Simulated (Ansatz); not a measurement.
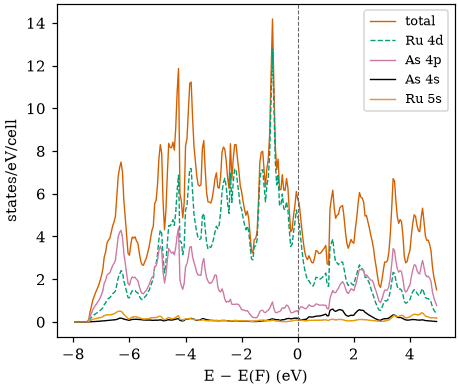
Total and projected density of states of AsRu in space group Pnma (No. 62; As on 4c, Ru on 4c), PBEsol in the plane-wave PAW code Ansatz

Q: Which orbitals carry the states next to the Fermi level?

A: Within 0.5 eV of the Fermi level: Ru 4d 80 %, As 4p 13 %. Projections are on Löwdin-orthogonalised atomic valence shells; empty p or d shells of many metals are not among them.

Q: Where is the tallest occupied peak in this window, and what makes it?

A: Near -0.9 eV, about 14 states/eV per cell; the largest projected share is Ru 4d.

The first step of the workflow began from a Materials Project structure, measured or hypothetical; the Crystallography Open Database copy checked does not list it. Whether it is the stable phase at ambient conditions was not checked. Symmetry was held in the PBEsol relaxation; its stability against distortions is not shown here. The workflow began spin-polarised and lost its moments. Scalar-relativistic: spin–orbit coupling is off unless named, which matters more the heavier the elements.

Potentials: the later of the program's two PAW sets.
